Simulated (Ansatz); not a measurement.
## Converging shifted k-point meshes: VMo (Cmm2, 2 atoms in the cell)

```
VMo
1.0
    1.52959    -2.21291     0.00000
    1.52959     2.21291     0.00000
    0.00000     0.00000     4.20786
V Mo
1 1
Cartesian
  1.52959   0.00000   2.15393
  0.00000   0.00000   0.00000
```

Computed with LDA (PW92), default PAW files made with PBE (plane waves; Ansatz, a first-principles code).

Base settings: basis.ecutwfc = 420 eV; kpoints.mp_grid.grid = 13 13 8; hamiltonian.xc = lda; hamiltonian.pseudopotentials = {kind: paw} (the program's default PAW files); scf.occupations.method = gaussian; scf.occupations.width = 0.1 eV.

In this ladder: kpoints.mp_grid.shift = 0.5 0.5 0.5.

Only quantities that move along the ladder and can be compared are tabulated.

The count of work is k-points × plane waves × bands × iterations; it is no time. Core times come from one kind of shared machine, to one figure; runs under 30 s give none.

The starting cell comes from a database of computed structures (which also holds hypothetical and non-ambient phases and stackings), without a prior relaxation at this level. Its lattice was rescaled by up to half a per cent. One atom was moved a little off its site on purpose. Spin polarisation is off. In the base run, with a pressure of about -7 GPa the cell is away from its equilibrium volume at this level. Ansatz's pressure includes its estimate of the finite-basis (Pulay) stress.

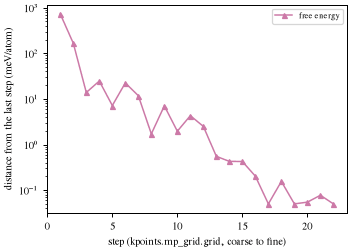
Figure. Distance from the last step along the ladder; very small values are drawn at a floor.

```tsv
kpoints.mp_grid.grid	free energy less the last step's (meV/atom)	pressure (GPa)	largest difference of a force vector from the last step's (eV/Å)	count of work / last	core time / last (rough)
2 2 2	728.11	8.82	0.186	0.00032	–
3 3 2	166.10	-4.85	0.127	0.00073	–
4 4 2	-13.85	-9.22	0.012	0.00095	–
4 4 3	-24.67	-8.93	0.136	0.0022	–
5 5 3	-7.17	-6.95	0.030	0.0029	–
6 6 4	22.44	-7.31	0.042	0.0038	–
7 7 4	11.77	-7.41	0.016	0.0051	–
8 8 5	-1.71	-7.51	0.026	0.0095	–
9 9 6	-7.06	-7.82	0.029	0.012	–
10 10 6	1.96	-7.48	0.000	0.014	–
11 11 7	4.29	-7.33	0.012	0.023	–
12 12 8	-2.50	-7.84	0.006	0.027	–
14 14 8	-0.55	-7.52	0.006	0.036	–
15 15 9	0.43	-7.56	0.004	0.051	–
17 17 10	-0.42	-7.68	0.003	0.064	–
19 19 11	0.20	-7.63	0.005	0.095	–
21 21 13	-0.01	-7.66	0.001	0.13	0.1
23 23 14	-0.16	-7.63	0.001	0.16	0.1
25 25 15	0.03	-7.65	0.002	0.21	0.2
28 28 17	0.05	-7.62	0.001	0.30	0.3
31 31 19	-0.08	-7.64	0.001	0.41	0.3
38 38 23	-0.02	-7.64	0.001	0.72	0.6
43 43 26	0.00	-7.63	0.000	1.0	1
```

Coarsest kpoints.mp_grid.grid that holds the forces within 0.02 eV/Å of the last step, with all finer ones: 10 10 6, at 0.014 of the last step's count of work; the step before is off by 0.029 eV/Å.

Coarsest kpoints.mp_grid.grid that holds the pressure within 0.1 GPa of the last step, with all finer ones: 15 15 9, at 0.051 of the last step's count of work; the step before is off by 0.11 GPa.

Coarsest kpoints.mp_grid.grid that holds the free energy within 5 meV/atom of the last step, with all finer ones: 10 10 6, at 0.014 of the last step's count of work; the step before is off by 7.1 meV/atom.

Keys are those of Ansatz 0.2.
